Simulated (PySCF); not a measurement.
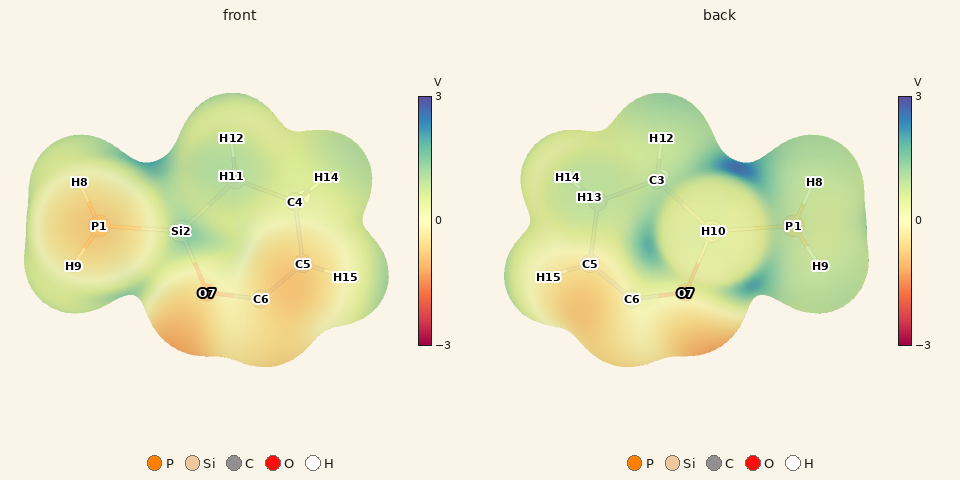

C4H8OPSi (doublet). The molecular electrostatic potential painted on the density surface at 0.004 e/bohr³, seen from the front and from behind; the colour scale runs from red (negative) to blue (positive).

Geometry: GFN2-xTB.

These are results of UKS B3LYP, pcH-1 on C H O P Si, non-relativistic, mean-field spin-orbit, GIAO (PySCF), not measurements.

```xyz
15

P     3.0071   -0.3271   -0.0643
Si    0.9132    0.2253   -0.5985
C    -0.3720   -1.0151    0.0684
C    -1.7221   -0.3266    0.2402
C    -1.6294    1.0195    0.9560
C    -0.5555    1.7553    0.9001
O     0.6075    1.5661    0.3220
H     3.1635   -1.1717   -1.1477
H     3.5721    0.7438   -0.7318
H     0.6193    0.5823   -1.9950
H    -0.0332   -1.3822    1.0404
H    -0.4937   -1.8850   -0.5760
H    -2.1786   -0.1579   -0.7401
H    -2.3956   -0.9640    0.8177
H    -2.5069    1.3453    1.4867
```

**Where is the surface potential most negative and most positive?**

The most negative region (about −1.2 V) lies over O7, the most positive (about +2.5 V) over Si2. O7 is the likeliest acceptor of a hydrogen bond.
